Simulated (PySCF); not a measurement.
System: C4H3N3 (SMILES [N-]=[C]c1ncc[nH]1) (charge −1, doublet).

```xyz
10

N     3.3187   -0.3630    0.3394
C     2.1487   -0.3658    0.1966
C     0.7977   -0.3084    0.0493
N    -0.0880   -1.3439    0.1315
C    -1.2977   -0.7826   -0.0425
C    -1.2391    0.5691   -0.2263
N     0.1273    0.9214   -0.2597
H    -2.1894   -1.3941   -0.0209
H    -2.0058    1.3045   -0.3990
H     0.4365    1.7675    0.2091
```

Geometry: GFN2-xTB.

Level of theory: UKS B3LYP, pcH-1 on C H N, non-relativistic, mean-field spin-orbit, GIAO in PySCF 2.14.0, density-fitted response routines.

What will maps of the electron density, electron localisation function and spin density show?

Answer. C–N (1.18 Å): ρ at the midpoint is about 3.3 e/Å³; the ELF peaks at about 0.85 between the atoms; a multiple bond.
C–C (1.36 Å): ρ is about 2.1 e/Å³ halfway; the ELF peaks at about 0.95 between the atoms (localised, covalent bonding).
C–N (1.34 Å): the density is about 2.4 e/Å³ at the midpoint; the ELF peaks at about 0.90 between the atoms: localised, covalent bonding.
C–H (1.08 Å): ρ at the midpoint is about 2 e/Å³; the ELF climbs to about 1 towards the hydrogen, as it does in any bond to H: an ordinary covalent bond to hydrogen.
The unpaired spin (1 electron) lies mostly on N1 (about 0.2), C3 (about 0.2), N4 (about 0.2), C6 (about 0.2), N7 (about 0.2) and C2 (about 0.1), in electrons by Hirshfeld's partition.

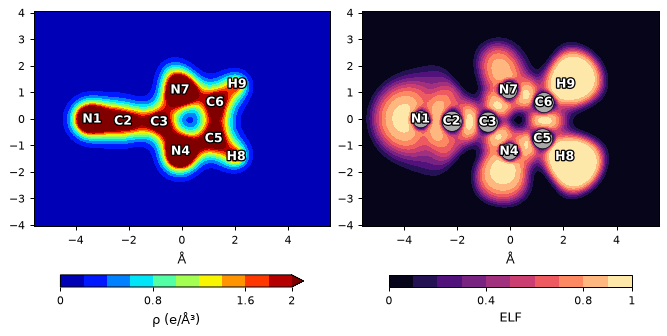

Computed electron density and electron localisation function on the plane of atoms N4, C3 and N7, in this order. Grey discs cover the atomic cores in the ELF map. 
